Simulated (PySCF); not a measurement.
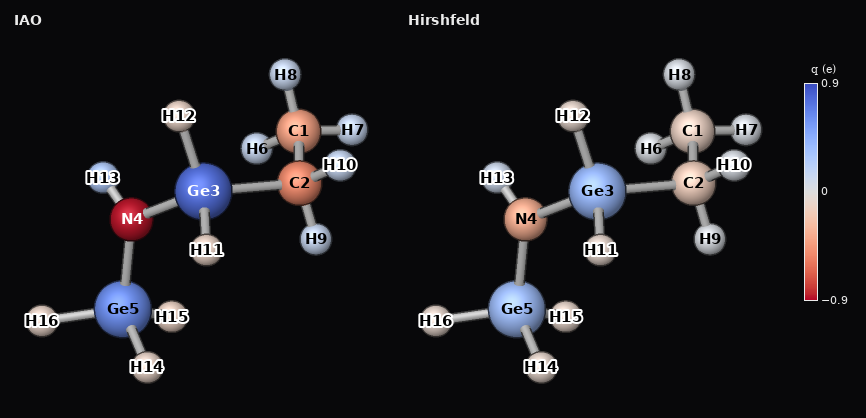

Atomic charges of one calculation by 2 schemes, on one colour scale. The computed structure is the end point of a PBE0-D3(BJ)/def2-SVP optimisation. No frequency run is at hand to confirm it as a minimum. Method: PBE0/pcSseg-1 (PySCF 2.14.0).

> Which scheme gives the most polar picture (largest mean size of the charges)?

The IAO charges are the largest in size here.

> On which atom do the schemes disagree most?

On N4 (from −0.87 to −0.34 e).

List the charges (e), one line for each set of equivalent atoms.

```
atom    IAO  Hirshfeld
  C1  −0.40      −0.12
  C2  −0.51      −0.15
 Ge3   0.75       0.37
  N4  −0.87      −0.34
 Ge5   0.60       0.34
  H6   0.13       0.03
  H7   0.14       0.04
  H8   0.13       0.04
  H9   0.14       0.03
 H10   0.14       0.04
 H11  −0.10      −0.08
 H12  −0.10      −0.08
 H13   0.26       0.10
 H14  −0.09      −0.07
 H15  −0.12      −0.08
 H16  −0.09      −0.07
```
